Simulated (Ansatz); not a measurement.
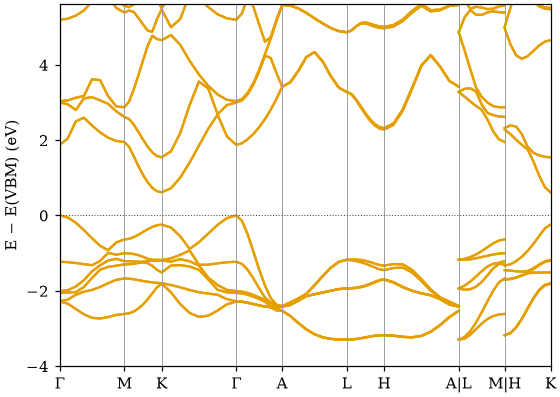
Fig. 1. Band structure from the program Ansatz at the PBEsol with spin–orbit coupling level (PAW)

**Question.** Read off the gap and where the band edges lie.

**Answer.** About 0.6 eV (0.61 eV by a search for the band edges); maximum at Γ, minimum at K.

The material is YN in space group P6_3/mmc (No. 194; Y on 2d, N on 2c).

The workflow started from a Materials Project entry (that database holds measured and hypothetical structures alike); the Crystallography Open Database copy checked does not list it. COD files the formula under space group No. 225. Its standing as an ambient phase is unchecked. The PBEsol relaxation kept the symmetry of its start; whether a distortion lowers the energy is not shown. No spin polarisation was allowed.

Potentials: the later of the program's two PAW sets.
